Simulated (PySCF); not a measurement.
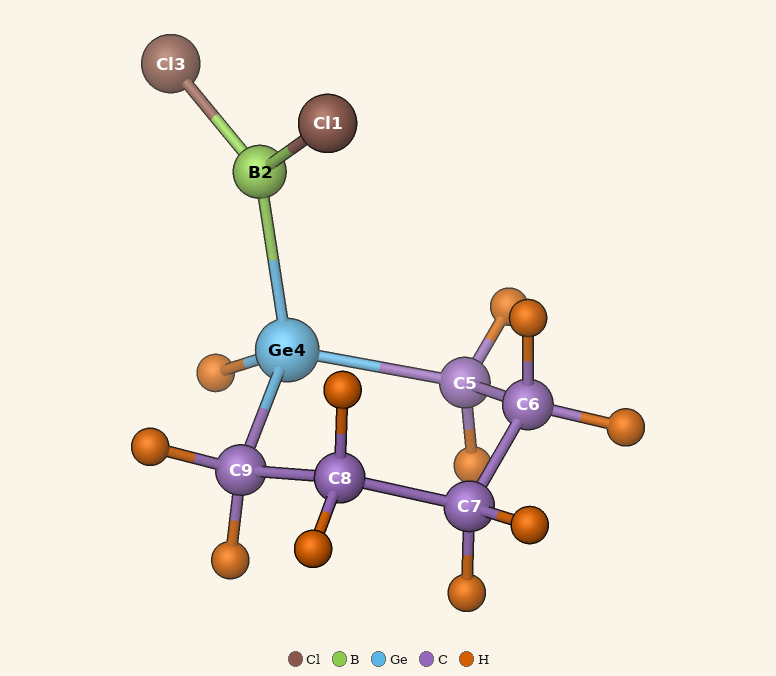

Distant atoms are faded towards the background colour. Computed geometry: PBE0-D3(BJ)/def2-SVP optimisation. No frequency run is at hand to confirm it as a minimum.

Q: What is the conformation of the ring Ge4–C5–C6–C7–C8–C9?

A: It is a chair (Cremer–Pople θ = 6°, folded into 0 to 90°). The Cremer–Pople amplitude Q is 0.59 Å.

Q: Give the torsion angles round the ring, beginning with the bond from its second to its third atom.

A: 55°, −67°, 67°, −55°, 41°, −41°.

Q: Are the substituents other than hydrogen axial or equatorial?

A: B2 on Ge4 is axial.
